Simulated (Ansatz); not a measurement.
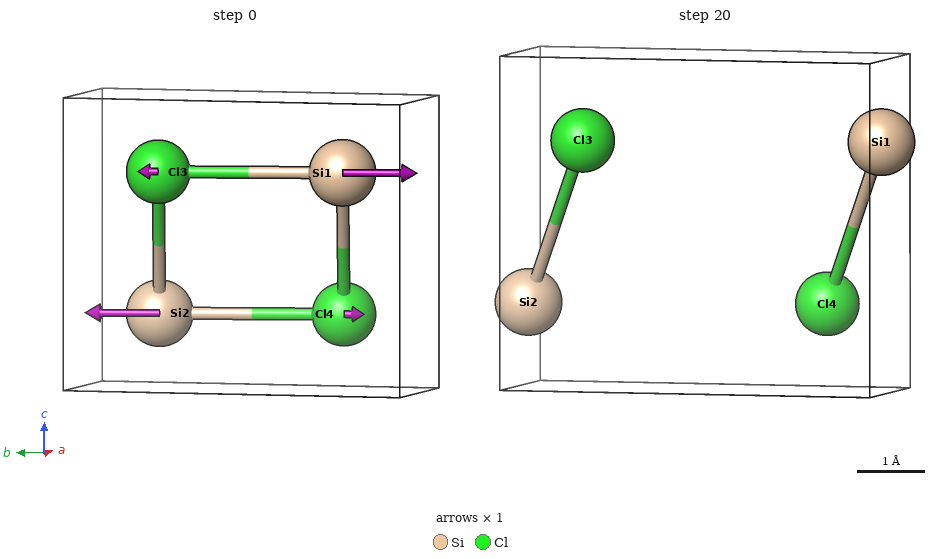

The structure of solid SiCl (a generated structure, set up in Cmcm) before (left) and after (right) a relaxation, at one scale. The purple arrows give the displacements (the part carried along by the change of the cell is left out), at their true length.

The picture is a ball-and-stick view of the cell of the calculation, seen from a free direction.

The calculation used DFT, PAW plane waves, PBE (Ansatz 0.2.0).

Input
```yaml
crystal:
  lattice:
    - [3.823763, 0.0, 0.0]
    - [1.911881, -5.390988, 0.0]
    - [0.0, 0.0, -4.382056]
  atoms:
    - { symbol: Si, position: [0.392, 0.216, 0.75] }
    - { symbol: Si, position: [0.608, 0.784, 0.25] }
    - { symbol: Cl, position: [0.1333, 0.7334, 0.75] }
    - { symbol: Cl, position: [0.8667, 0.2666, 0.25] }
  symmetry: { tolerance: 0.0003 }
kpoints:
  mp_grid: { grid: [5, 5, 4], shift: [0, 0, 0] }
magnetization:
  spin_polarized: false
scf:
  occupations: { method: fermi_dirac }
hamiltonian:
  pseudopotentials: { kind: paw }
  xc: pbe
basis:
  ecutwfc: 420
output:
  forces: true
  stress: true
  eigenvalues: true
relax:
  max_steps: 40
  cell: {}
```

Command:
```bash
ansatz run input.yaml --threads 1 --pin off --max-ram 2560MiB --backend cpu --events-out ev --progress --plain --runs-dir out
```

> Describe what moved and what it gained.

The energy falls by 559 meV per atom in 17 accepted moves (20 points after the start). The largest force component goes from 0.57 to 0.00063 eV/Å. Pressure: −2.61 GPa at the start and 0.00 GPa at the end. The line search rejected the trial step at point 13 of the run. The SCF was repeated twice at an unchanged geometry on a basis and grid sized afresh for the cell, which shifted the energy by 1.8 meV per atom at most. The largest moves relative to the cell, 1.15 Å, are those of Si1 and Si2. Si2 goes along [−1 2 0]. By element the largest moves are Si 1.15 Å, Cl 0.32 Å. The drawn cell changes as follows: a 3.824 → 3.927 Å (+2.7 %), b 5.720 → 6.221 Å (+8.8 %), c 4.382 → 5.000 Å (+14.1 %), γ 70.5° → 71.6°; the volume changes by +28.3 %. Some distances before and after: Si1–Cl3 2.789 → 4.522 Å, Si1–Cl3 (another image) 3.229 → 2.400 Å, Si1–Si2 3.198 → 2.513 Å, Si1–Cl4 2.921 → 3.371 Å. The space group stays Cmcm (No. 63). The run took about 29 core-seconds on a shared host.
